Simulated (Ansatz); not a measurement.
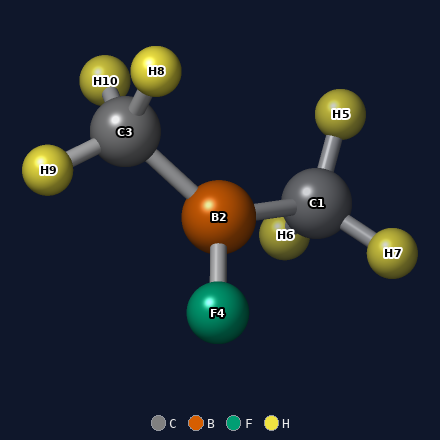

The system is C₂H₆BF, SMILES CB(C)F; the picture shows the grid point nearest to the relaxed geometry. Two internal coordinates are moved rigidly from the geometry relaxed at PBE0-D4/def2-TZVP, all others fixed. Coordinates scanned: (1) bond B2–C3; (2) angle H9–C3–H8. The grid has 5 × 5 points. Points are written as (first, second). Energies are in kcal/mol, from the lowest grid point. Level of theory: RHF-CCSD(T), frozen core/def2-TZVPP in Ansatz 0.2.0.

Its coordinates:

```xyz
10

C    -0.8095    0.9970   -0.5269
B    -0.1002   -0.3883   -0.3871
C     0.8552   -0.7641    0.7189
F    -0.3585   -1.3123   -1.3189
H    -0.2125    1.8196   -0.1269
H    -1.7281    0.9670    0.0744
H    -1.1066    1.2237   -1.5526
H     1.8662   -0.4738    0.4027
H     0.8810   -1.8385    0.9117
H     0.6605   -0.2280    1.6501
```

Range: bond B2–C3 from 1.375 to 2.188 Å; angle H9–C3–H8 from 82.8 to 130.8°.

Question: What landscape does the calculation give?

Answer: The lowest grid point is at (1.509 Å, 106.8°). The bottom of the well lies between grid points, at about (1.573 Å, 107°), about 1.2 kcal/mol lower on the interpolated surface. No other kind of well shows on this grid. The highest grid point, (2.188 Å, 82.8°), lies 56.9 kcal/mol above the lowest. Round the minimum the two coordinates are weakly coupled (coupling −0.06 in units of the two stiffnesses).

```tsv
angle H9–C3–H8 ↓, bond B2–C3 →	1.375	1.509	1.705	1.934	2.188
130.8	25.0	10.1	11.6	27.7	49.8
118.8	17.1	2.6	4.8	21.7	44.5
106.8	14.0	0.0	2.9	20.5	43.8
94.8	15.9	2.4	5.9	24.1	47.9
82.8	22.8	9.8	13.9	32.6	56.9
```

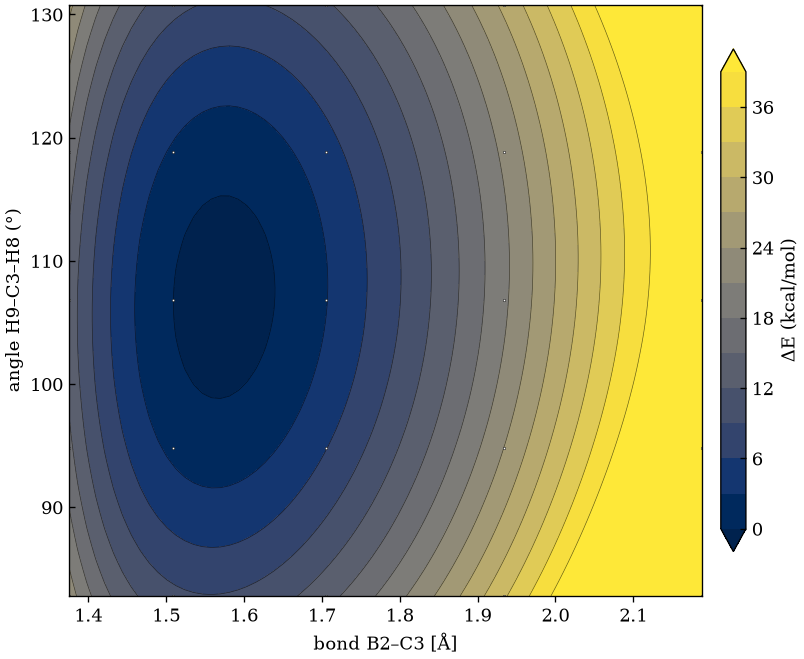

In the figure: filled contours, dots at the grid points, one colour for all values above the top of the scale. Between grid points the surface is interpolated.
